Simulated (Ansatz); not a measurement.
**λ, α²F and ρ(T) of Pb(111) film of 4 layers**

The plan: relax Pb(111) film of 4 layers, check its phonons, and, if the lattice is stable, compute its Eliashberg function and ρ(T).

Calculated with Ansatz 0.2.0; DFT PBE, scalar-relativistic, plane waves, PAW; PAW set soft_1.

## (1) The starting structure

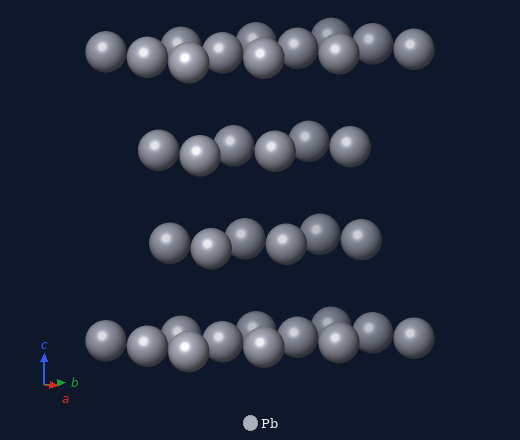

Start, viewed from the side, with the c axis up; lead light grey. 2×3×1 cells are drawn. Some periodic images of atoms are drawn too.

The cell holds 4 atoms: 4 Pb. Its edges and angles: a = 3.500 Å, b = 3.500 Å, c = 19.574 Å, α = 90.0°, β = 90.0°, γ = 120.0°. It derives from Pb. Vacuum lies along c.

## (2) Relaxation

Lattice constant and positions set the bands and the force constants, so the cell is relaxed first.

The input, input.yaml:

```yaml
crystal:
  lattice:
    - [3.50018, 0.0, 0.0]
    - [-1.75009, 3.03124, 0.0]
    - [0.0, 0.0, 19.57365]
  atoms:
    - { symbol: Pb, position: [0.0, 0.0, 0.28098998] }
    - { symbol: Pb, position: [0.33333333, 0.66666667, 0.42699666] }
    - { symbol: Pb, position: [0.66666667, 0.33333333, 0.57300334] }
    - { symbol: Pb, position: [0.0, 0.0, 0.71901002] }
  periodic: [true, true, false]
kpoints:
  mp_grid: { grid: [9, 9, 1] }
hamiltonian:
  xc: pbe
  pseudopotentials: { kind: paw, azcp: { folder: soft_1 } }
scf:
  occupations: { method: gaussian, width: 0.1 }
output:
  forces: true
  stress: true
  eigenvalues: true
  write_density: true
  write_potential: true
  elf: true
  volumetric_format: npy
relax:
  adjacent_minimum: "off"
  f_tol: 0.005
  max_steps: 80
  cell: { stress_2d_tol: 0.02 }
```

On the command line:

```sh
$ ansatz run input.yaml --threads 4 --pin off --max-ram 20480MiB --backend cpu --events-out ev --progress --plain --runs-dir out
```

Numbers of over 12 decimals in the logs are rounded to 6 here.

The log of the run:

```text
Warning: crystal.periodic: the lattice vector that does not repeat stood 0.000° off the slab's normal, 19.574 Å along it as the deck builds it. The run solves the slab on a vector along the normal, 40.947 Å long, with every atom where it was (on the deck's vector they left 11.00 Å outside them, and the widest stretch free of ions among them is 2.86 Å). A fractional position that the run reports is one of the run's ce [...]
crystal.periodic: the lattice vector that does not repeat stood 0.000° off the slab's normal, 19.574 Å along it as the deck builds it. The run solves the slab on a vector along the normal, 40.947 Å long, with every atom where it was (on the deck's vector they left 11.00 Å outside them, and the widest stretch free of ions among them is 2.86 Å). A fractional position that the run reports is one of the run's cell, which [...]
Engine: ansatz 0.2.0, aarch64-unknown-linux-gnu
Pseudopotentials: kind: paw
Pseudopotential: Pb, paw, valence charge 14, recommended cutoff 420 eV (normal), soft_1/Pb.paw.azcp
Functional definition: PBE
  parameter kappa = 0.804
  parameter beta = 0.066725
  exchange = pbe_x(kappa = kappa, mu = beta*pi^2/3)
  correlation = pbe_c(beta = beta)
Crystal: 4 atoms, lattice volume = 434.446 Å³
Basis set: ecut = 420 eV, 8459 PW (Γ), exchange–correlation on 48×48×576 points (8 copies of the dense FFT grid, shifted against one another)
Bands: 34, of which v1, the nominal top of the filled ones, is band 28 counted from 1 (27 counted from 0)
Symmetry: 12 space group operations
Space group: P-3m1 (ITA 164), of the structure as read, at distance tolerance 7.6e-5 Å
k-points: 12 of 81
Non-local potential: Pb, projectors of the file, l = 0: 2, l = 1: 2, l = 2: 2, l = 3: 1
PAW form: soft (Blöchl's): semilocal exchange-correlation on the pseudo side does not see the compensation charge
PAW one-centre angular grid: Pb, 590 points (default); XC on 64 Gauss nodes
Initial density: superposition of atomic densities (neutral atoms: chi_scale 0, normalization atom)
Initial wavefunctions: pseudopotential atomic-orbital guess
Functional: x = pbe(κ = 0.804, μ = 0.219515), c = pbe(β = 0.066725)
iter 1 solved again at ethr=1.37e-3 eV; its pass at ethr=3.10e-3 eV (dr2=7.68e-1 eV) is discarded
SCF iter   1: F=—  HF=-47635.101239 eV  |F-HF|=—  |Δ(HF+E_count)|=         —  Δρ=4.80e-3  dr2=7.94e-1  ethr=1.37e-3  ⟨swp⟩=1.1  Hψ=3216  notcnv=0
preconditioner: auto → LDOS  [insulator: Δε(μ)=0.176 eV  Ē_g=15.764 eV  σ=0.100 eV  W_gap=0.79  n_scr=24 (ndim 8)  ℏωp=13.3 eV  f_vac=0.675  D(μ)=1.55/eV (n_scr^D=10)  ε∞_Penn≈1.7  β→1.0]
SCF iter   2: F=—  HF=-47635.038726 eV  |F-HF|=—  |Δ(HF+E_count)|=   6.25e-2  Δρ=3.81e-3  dr2=6.05e-1  ethr=1.37e-3  ⟨swp⟩=5.1  Hψ=1073  notcnv=0  defer=8
SCF iter   3: F=—  HF=-47634.990447 eV  |F-HF|=—  |Δ(HF+E_count)|=   4.83e-2  Δρ=1.14e-3  dr2=1.55e-2  ethr=1.08e-3  ⟨swp⟩=3.5  Hψ=757  notcnv=0  defer=17
SCF iter   4: F=—  HF=-47634.988627 eV  |F-HF|=—  |Δ(HF+E_count)|=   1.82e-3  Δρ=5.25e-4  dr2=2.77e-3  ethr=2.76e-5  ⟨swp⟩=3.2  Hψ=1020  notcnv=0  defer=18
SCF iter   5: F=—  HF=-47634.988206 eV  |F-HF|=—  |Δ(HF+E_count)|=   4.22e-4  Δρ=1.31e-4  dr2=1.66e-4  ethr=4.94e-6  ⟨swp⟩=2.8  Hψ=835  notcnv=0  defer=18
SCF iter   6: F=—  HF=-47634.988202 eV  |F-HF|=—  |Δ(HF+E_count)|=   4.29e-6  Δρ=3.92e-5  dr2=1.76e-5  ethr=2.96e-7  ⟨swp⟩=3.4  Hψ=974  notcnv=0  defer=18
SCF iter   7: F=—  HF=-47634.988294 eV  |F-HF|=—  |Δ(HF+E_count)|=   9.22e-5  Δρ=1.05e-5  dr2=4.08e-7  ethr=3.14e-8  ⟨swp⟩=3.2  Hψ=850  notcnv=0  defer=18
iter 8 did not close the SCF: its close was put off until two iterations running show no level that it waits for move by more than its bar (scf_convergence_deferred on its scf_iter line)
SCF iter   8: F=-47634.988294 eV  HF=-47634.988294 eV  |F-HF|=1.02e-9  |Δ(HF+E_count)|=   5.28e-7  Δρ=3.47e-6  dr2=5.13e-8  ethr=1.79e-10  ⟨swp⟩=25.4  Hψ=5215  notcnv=0
iter 9 did not close the SCF: its close was put off until two iterations running show no level that it waits for move by more than its bar (scf_convergence_deferred on its scf_iter line)
SCF iter   9: F=-47634.988294 eV  HF=-47634.988294 eV  |F-HF|=7.71e-9  |Δ(HF+E_count)|=   1.27e-8  Δρ=9.35e-7  dr2=3.07e-9  ethr=9.16e-11  ⟨swp⟩=11.8  Hψ=3668  notcnv=0
SCF iter  10: F=-47634.988294 eV  HF=-47634.988294 eV  |F-HF|=1.22e-9  |Δ(HF+E_count)|=   7.25e-9  Δρ=1.57e-7  dr2=3.43e-10  ethr=5.48e-12  ⟨swp⟩=10.1  Hψ=3397  notcnv=0
SCF 1 converged in 10 iterations: F = -47634.988294 eV  dr2 = 3.43e-10
  greatest PAW one-centre occupation: 0.978 electrons in one spin orbital (limit 2), on the Pb atom at site 3 (counted from 0), in its partial waves of l = 2
relax step   1: F+E_penalty+E_count = -47634.98829425 eV  Δ(F+E_penalty+E_count) = +0.000e0 eV  max|allowed force component| = 3.084e-1 eV/Å  Δτ_max = 0.0000 Å  P = +0.577 N/m  Ω = 434.446 Å³  fix = [c, alpha, beta]  reactions: c +0.000 N/m  (10 SCF iters, dr2 threshold 1.00e-7 eV, accepted)
Crystal: 4 atoms, lattice volume = 437.255 Å³
Basis set: ecut = 420 eV, 8531 PW (Γ), exchange–correlation on 48×48×576 points (8 copies of the dense FFT grid, shifted against one another)
Initial density: handed on by an earlier stage of this run
Initial wavefunctions: those handed on with the density
iter 1 solved again at ethr=2.47e-5 eV; its pass at ethr=3.10e-3 eV (dr2=1.38e-2 eV) is discarded
SCF iter   1: F=—  HF=-47635.016609 eV  |F-HF|=—  |Δ(HF+E_count)|=         —  Δρ=8.03e-4  dr2=1.44e-2  ethr=2.47e-5  ⟨swp⟩=4.0  Hψ=2977  notcnv=0
preconditioner: auto → LDOS  [insulator: Δε(μ)=0.142 eV  Ē_g=15.823 eV  σ=0.100 eV  W_gap=0.68  n_scr=24 (ndim 8)  ℏωp=13.3 eV  f_vac=0.680  D(μ)=2.09/eV (n_scr^D=12)  ε∞_Penn≈1.7  β→1.0]
SCF iter   2: F=—  HF=-47635.015896 eV  |F-HF|=—  |Δ(HF+E_count)|=   7.13e-4  Δρ=2.84e-4  dr2=6.95e-3  ethr=2.47e-5  ⟨swp⟩=2.1  Hψ=535  notcnv=0
SCF iter   3: F=—  HF=-47635.015423 eV  |F-HF|=—  |Δ(HF+E_count)|=   4.73e-4  Δρ=1.14e-4  dr2=3.86e-4  ethr=1.24e-5  ⟨swp⟩=2.8  Hψ=690  notcnv=0
SCF iter   4: F=—  HF=-47635.015503 eV  |F-HF|=—  |Δ(HF+E_count)|=   7.96e-5  Δρ=2.94e-5  dr2=3.44e-6  ethr=6.89e-7  ⟨swp⟩=2.9  Hψ=632  notcnv=0
SCF iter   5: F=—  HF=-47635.015508 eV  |F-HF|=—  |Δ(HF+E_count)|=   5.09e-6  Δρ=9.06e-6  dr2=4.23e-7  ethr=7.14e-10  ⟨swp⟩=24.0  Hψ=5562  notcnv=0
iter 6 did not close the SCF: its close was put off until two iterations running show no level that it waits for move by more than its bar (scf_convergence_deferred on its scf_iter line)
SCF iter   6: F=-47635.015508 eV  HF=-47635.015508 eV  |F-HF|=2.70e-8  |Δ(HF+E_count)|=   1.89e-7  Δρ=3.60e-6  dr2=8.19e-8  ethr=7.14e-10  ⟨swp⟩=15.8  Hψ=4045  notcnv=0
[...]
Crystal: 4 atoms, lattice volume = 437.896 Å³
iter 1 solved again at ethr=6.27e-7 eV; its pass at ethr=3.10e-3 eV (dr2=3.51e-4 eV) is discarded
SCF iter   1: F=—  HF=-47635.016739 eV  |F-HF|=—  |Δ(HF+E_count)|=         —  Δρ=2.17e-4  dr2=3.75e-4  ethr=6.27e-7  ⟨swp⟩=4.5  Hψ=3003  notcnv=0
preconditioner: auto → LDOS  [insulator: Δε(μ)=0.150 eV  Ē_g=15.833 eV  σ=0.100 eV  W_gap=0.71  n_scr=24 (ndim 8)  ℏωp=13.3 eV  f_vac=0.681  D(μ)=2.01/eV (n_scr^D=10)  ε∞_Penn≈1.7  β→1.0]
SCF iter   2: F=—  HF=-47635.016723 eV  |F-HF|=—  |Δ(HF+E_count)|=   1.56e-5  Δρ=6.84e-5  dr2=2.70e-4  ethr=6.27e-7  ⟨swp⟩=2.9  Hψ=686  notcnv=0
SCF iter   3: F=—  HF=-47635.016805 eV  |F-HF|=—  |Δ(HF+E_count)|=   8.21e-5  Δρ=3.17e-5  dr2=2.84e-5  ethr=4.83e-7  ⟨swp⟩=3.0  Hψ=654  notcnv=0
SCF iter   4: F=—  HF=-47635.016804 eV  |F-HF|=—  |Δ(HF+E_count)|=   1.42e-6  Δρ=1.14e-5  dr2=8.60e-7  ethr=5.07e-8  ⟨swp⟩=2.9  Hψ=726  notcnv=0
iter 5 did not close the SCF: its close was put off until two iterations running show no level that it waits for move by more than its bar (scf_convergence_deferred on its scf_iter line)
SCF iter   5: F=-47635.016804 eV  HF=-47635.016804 eV  |F-HF|=1.88e-8  |Δ(HF+E_count)|=   1.32e-7  Δρ=2.82e-6  dr2=5.45e-8  ethr=5.50e-10  ⟨swp⟩=21.8  Hψ=4842  notcnv=0
iter 6 did not close the SCF: its close was put off until two iterations running show no level that it waits for move by more than its bar (scf_convergence_deferred on its scf_iter line)
SCF iter   6: F=-47635.016804 eV  HF=-47635.016804 eV  |F-HF|=2.97e-9  |Δ(HF+E_count)|=   3.57e-8  Δρ=6.89e-7  dr2=3.46e-9  ethr=9.74e-11  ⟨swp⟩=10.8  Hψ=3469  notcnv=0
SCF iter   7: F=-47635.016804 eV  HF=-47635.016804 eV  |F-HF|=9.02e-10  |Δ(HF+E_count)|=   3.37e-9  Δρ=2.04e-7  dr2=3.10e-10  ethr=6.18e-12  ⟨swp⟩=9.7  Hψ=3252  notcnv=0
SCF 3 converged in 7 iterations: F = -47635.016804 eV  dr2 = 3.10e-10
relax step   3: F+E_penalty+E_count = -47635.01680389 eV  Δ(F+E_penalty+E_count) = -1.296e-3 eV  max|allowed force component| = 2.251e-2 eV/Å  Δτ_max = 0.0196 Å  P = +0.077 N/m  Ω = 437.896 Å³  energy of the carried Pulay correction = -1.840e-4 eV  fix = [c, alpha, beta]  reactions: c +0.000 N/m  (7 SCF iters, dr2 threshold 3.08e-7 eV, accepted)
[...]
relax step   4: F+E_penalty+E_count = -47635.01704367 eV  Δ(F+E_penalty+E_count) = -2.398e-4 eV  max|allowed force component| = 1.884e-3 eV/Å  Δτ_max = 0.0114 Å  P = -0.001 N/m  Ω = 437.991 Å³  energy of the carried Pulay correction = -1.890e-4 eV  fix = [c, alpha, beta]  reactions: c -0.000 N/m  (5 SCF iters, dr2 threshold 3.17e-8 eV, accepted)
Initial wavefunctions: pseudopotential atomic-orbital guess (no wavefunctions were taken with the density)
iter 1 solved again at ethr=3.88e-7 eV; its pass at ethr=3.10e-3 eV (dr2=2.17e-4 eV) is discarded
SCF iter   1: F=—  HF=-47635.017049 eV  |F-HF|=—  |Δ(HF+E_count)|=         —  Δρ=1.27e-5  dr2=8.94e-8  ethr=3.88e-7  ⟨swp⟩=5.7  Hψ=4313  notcnv=0
eigensolver tolerance schedule: the retry pair's looser diagonalisation over-reported the residual by 2427.80 of it (diagonalisation noise at 0.44 of the residual, at the tolerance the schedule requests for it); recorded, not acted on — ethr = c·dr2/N_el stays at c = 1.0e-1
preconditioner: auto → LDOS  [insulator: Δε(μ)=0.148 eV  Ē_g=15.825 eV  σ=0.100 eV  W_gap=0.70  n_scr=24 (ndim 8)  ℏωp=13.3 eV  f_vac=0.681  D(μ)=2.02/eV (n_scr^D=10)  ε∞_Penn≈1.7  β→1.0]
SCF iter   2: F=—  HF=-47635.017245 eV  |F-HF|=—  |Δ(HF+E_count)|=   1.96e-4  Δρ=3.92e-6  dr2=7.04e-8  ethr=1.60e-10  ⟨swp⟩=5.2  Hψ=1367  notcnv=0
SCF iter   3: F=—  HF=-47635.017243 eV  |F-HF|=—  |Δ(HF+E_count)|=   2.24e-6  Δρ=8.95e-7  dr2=3.37e-9  ethr=1.26e-10  ⟨swp⟩=2.1  Hψ=744  notcnv=0
SCF iter   4: F=—  HF=-47635.017245 eV  |F-HF|=—  |Δ(HF+E_count)|=   1.99e-6  Δρ=2.71e-7  dr2=1.03e-9  ethr=6.02e-12  ⟨swp⟩=4.1  Hψ=1049  notcnv=0
SCF iter   5: F=—  HF=-47635.017245 eV  |F-HF|=—  |Δ(HF+E_count)|=   1.85e-7  Δρ=7.40e-8  dr2=4.34e-11  ethr=1.84e-12  ⟨swp⟩=3.1  Hψ=780  notcnv=0
SCF iter   6: F=—  HF=-47635.017245 eV  |F-HF|=—  |Δ(HF+E_count)|=   3.72e-8  Δρ=1.76e-8  dr2=3.22e-12  ethr=1.00e-12  ⟨swp⟩=1.9  Hψ=423  notcnv=0
SCF iter   7: F=-47635.017245 eV  HF=-47635.017245 eV  |F-HF|=2.40e-10  |Δ(HF+E_count)|=   3.88e-9  Δρ=7.78e-9  dr2=5.67e-13  ethr=1.00e-12  ⟨swp⟩=15.1  Hψ=3158  notcnv=0
SCF 5 converged in 7 iterations: F = -47635.017245 eV  dr2 = 5.67e-13
relax step   5: F+E_penalty+E_count = -47635.01724514 eV  Δ(F+E_penalty+E_count) = -2.015e-4 eV  max|allowed force component| = 1.895e-3 eV/Å  Δτ_max = 0.0000 Å  P = -0.001 N/m  Ω = 437.991 Å³  fix = [c, alpha, beta]  reactions: c -0.000 N/m  stress off target by 1.10e-3 N/m on what of the cell is left free  SCF on the basis re-selected at this cell (its energy is not comparable with the rows above)  (7 SCF iters)
basis re-selected at this cell: Δ(F+E_penalty+E_count) = -2.015e-4 eV, ΔP = +0.000 N/m vs the last step (what re-selecting the basis moved, of the pressure what is left beyond the Pulay correction that the steps carried, after the strain that the cell walked since its last selection, with what the two solves' SCF thresholds leave and, on support functions, any second-order correction that the steps lacked; it is no m [...]
SCF converged after 7 iterations
Free energy (F): -47635.017245 eV
Harris-Foulkes:  -47635.017245 eV  (|F-HF|=2.40e-10)
Internal energy: -47635.007134 eV  (E = F + TS)
E sigma→0 (E₀):  -47635.012190 eV
Entropy (-TS):   -0.010111 eV (-2.528 meV/atom)
Fermi energy:    -3.853669 eV
--- Per-component energies (eV) ---
  E_band       = -970.061968
  E_kinetic    = 1170.725832
  E_local      = -175800.896366  (includes V_loc(G=0)·N_el)
  E_nonlocal   = 1220.658403
  E_hartree    = 87034.174596
  E_xc         = -821.785784
  E_vxc        = -550.003941  (∫ρ·V_xc dr)
  E_paw        = -41572.826146  (= ΣΔE_a)
  E_vpaw       = -1078.895009  (= ΣTr[D̂ρ^β])
  E_aug_tail   = -0.000033  (compensation charges beyond the density's cutoff)
  E_ewald      = 81134.942362
  E_smearing   = -0.010111  (= −TS)
  E_closure    = -0.000000  (closes the sum)
  Σ components = -47635.017245   (vs F -47635.017245, Δ=0.00e0)
--- Forces (eV/Å), atoms counted from 1 ---
  atom   1  Pb     0.00000000    -0.00000000    -0.00028424
  atom   2  Pb     0.00000000     0.00000000    -0.00189468
  atom   3  Pb     0.00000000    -0.00000000     0.00189468
  atom   4  Pb     0.00000000     0.00000000     0.00028424
  max |Σ_I F_I| component: 0.00e0 eV/Å
--- 2D stress c σ (N/m, compression-positive) ---
       -0.001104       0.000000      -0.000000
       -0.000000      -0.001104      -0.000000
       -0.000000      -0.000000      -0.000000
  P = ½ c Tr σ = -0.0011 N/m
--- Band table (eV; the first three rows and the last of 12) ---
  k-point 0: bands = [... 24 lower, -7.1337, -5.3408, -2.7293, -0.8739 (-0.8749°), -0.1298 (-0.1663°), 0.3944, 0.9667, 1.4439, ... 2 higher]
  k-point 1: bands = [... 24 lower, -6.9040, -5.1463, -2.6170, -0.7490 (-0.7497°), -0.0889 (-0.0949°), 0.0534 (0.0340°), 0.3276, 0.6439, ... 2 higher]
  k-point 2: bands = [... 24 lower, -6.2492, -4.6620, -3.2807, -2.7016, -1.8910, -1.3634, -0.7740 (-0.7740°), 0.0390 (0.0377°), ... 2 higher]
  k-point 11: bands = [... 24 lower, -6.0530, -6.0530, -5.7984, -5.2248, -5.2248, -4.7736, -4.0241, -4.0241, ... 2 higher]
  ° read free of the cell's end (the report's vacuum.weakly_bound_levels)
--- Relaxed structure (4 steps of the walk, 4 accepted, 1 SCFs on fresh bases) ---
  F+E_penalty+E_count = -47635.01724514 eV   max|allowed force component| = 1.895e-3 eV/Å   (the final SCF, on the basis selected at the relaxed cell)
  cell:  # Å, volume = 437.9907 Å³
    - [3.514427, 0, 0]
    - [-1.757213, 3.043583, 0]
    - [0, 0, 40.947302]
  atoms:
    - { symbol: Pb, position: [0, 0, 0.133949] }
    - { symbol: Pb, position: [0.333333, 0.666667, 0.201775] }
    - { symbol: Pb, position: [0.666667, 0.333333, 0.276246] }
    - { symbol: Pb, position: [0, 0, 0.344071] }
```

The job ended after 22 s (4 threads of Arm Neoverse V1, shared host; peak memory 0.81 GiB).

Step by step:

```tsv
step	energy less that of the first step (eV)	largest force component (eV/Å)	volume (Å³)
1	0.0000	0.3084	434.45
2	-0.0272	0.0702	437.26
3	-0.0285	0.0225	437.90
4	-0.0287	0.0019	437.99
5*	-0.0290	0.0019	437.99
```

Relaxation steps marked * repeat the geometry before them on a plane-wave basis chosen anew for their cell, so energy and pressure can jump there.

The run keeps the 12 symmetry operations that it works with, so distortions that break them were not tested.

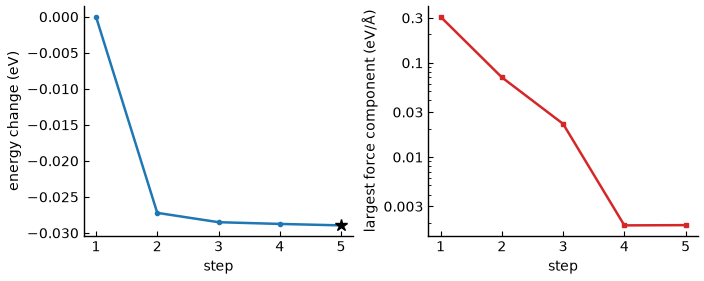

Energy and largest force along the relaxation. Stars mark steps on a basis chosen anew.

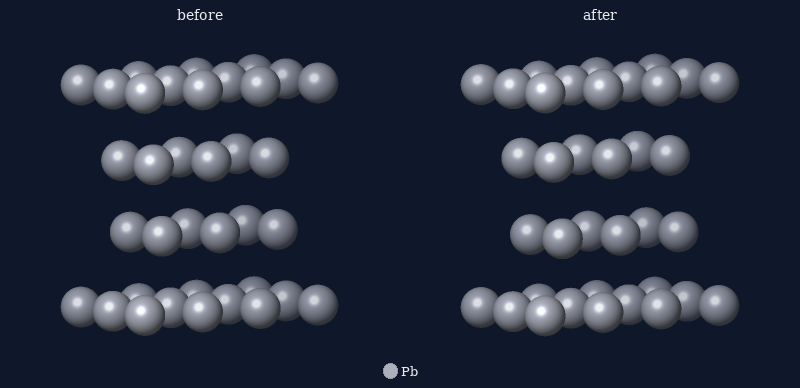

Before and after, at one scale.

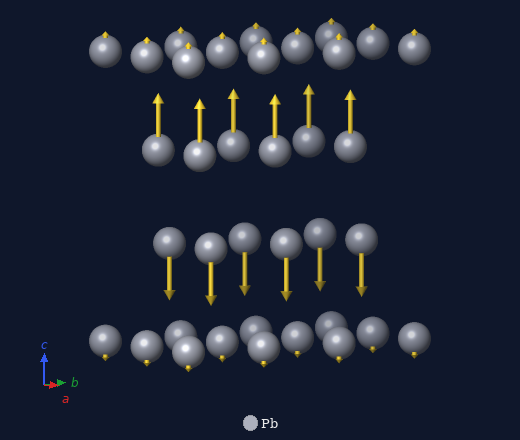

Displacements in the relaxation, exaggerated, measured against the changing cell; the longest in the cell stands for 0.10 Å. 2×3×1 cells are drawn. Some periodic images of atoms are drawn too.

```tsv
cell as run	before	after	change
a (Å)	3.500	3.514	+0.4 %
b (Å)	3.500	3.514	+0.4 %
```

The atoms that moved most (Å, along periodic axes as changes of fractional coordinates times the final cell, across vacuum about the mean position):

```tsv
atom	dx	dy	dz	length
Pb3	0.000	0.000	0.096	0.096
Pb2	0.000	0.000	-0.096	0.096
Pb1	0.000	0.000	-0.015	0.015
Pb4	0.000	0.000	0.015	0.015
```

Final coordinates:

```xyz
4
Lattice="3.5144 0.0000 0.0000 -1.7572 3.0436 0.0000 0.0000 0.0000 40.9473" Properties=species:S:1:pos:R:3
Pb    0.0000    0.0000    5.4849
Pb    0.0000    2.0291    8.2621
Pb    1.7572    1.0145   11.3115
Pb    0.0000    0.0000   14.0888
```

This step gave:

* metallic on mesh: yes
* gap on the k-mesh: 0 eV

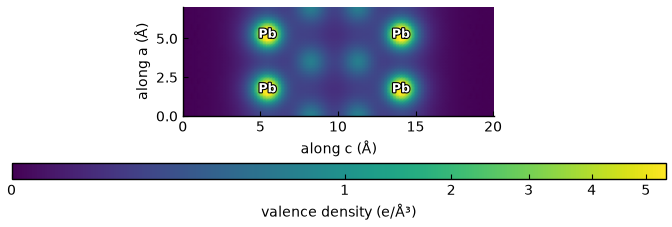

Valence density in the ca plane at fractional y = 0.000, with atoms of Pb within 0.2 Å of it. It is the smooth field of the valence electrons, not physical close to the nuclei. The map starts off the cell's origin, so that atoms lie inside it. The colour scale is stretched toward low values. The far vacuum is left out of the map.

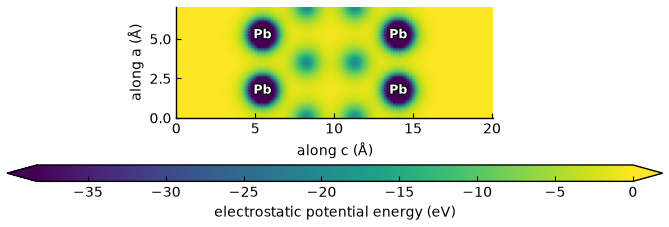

Electrostatic potential energy in the ca plane at fractional y = 0.000, with atoms of Pb within 0.2 Å of it. With pseudopotentials it is smooth inside the atoms' cores, unlike the true potential. The map starts off the cell's origin, so that atoms lie inside it. The far vacuum is left out of the map.

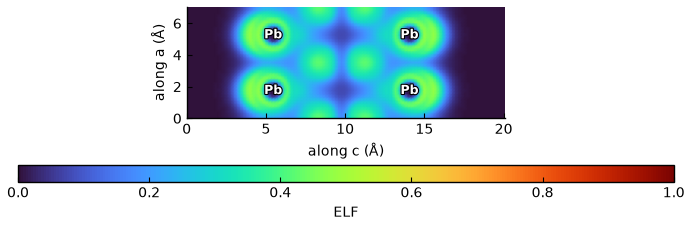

ELF in the ca plane at fractional y = 0.000, with atoms of Pb within 0.2 Å of it. It is the smooth field of the valence electrons, not physical close to the nuclei. The map starts off the cell's origin, so that atoms lie inside it. The far vacuum is left out of the map.

The relaxation ends with a largest force component of 0.0019 eV/Å.

[end of part 1 of 3]

[Logs are printed without paths, hosts, clocks, repeated set-up lines and the standing remarks that a program may print on its own settings, such as how far it seeks lower states.]

[Hosts, paths, dates, database ids (printed as entryN), source tags and the programs' standing remarks are cut or masked in the printed files.]
